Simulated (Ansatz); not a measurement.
The parent structure is AlAs in the wurtzite structure (space group P6_3mc, No. 186; a = 4.003 Å, c = 6.581 Å; a model cell, its experimental status unchecked).

Modification: N takes the place of As on all its sites, then cell and atoms are relaxed.

Method: PBEsol (Ansatz, a program for electronic structure), scalar-relativistic without spin-orbit coupling, earlier PAW set.

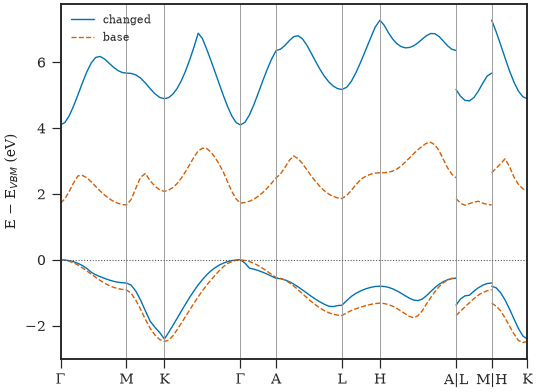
Figure: Highest valence and lowest conduction band along the path, each from its own valence-band maximum

The gap is 4.10 eV, direct at Γ; the base has 1.64 eV.

Whether these cells are dynamically stable was not tested. This is not the structure that AlAs has at room temperature and ambient pressure.
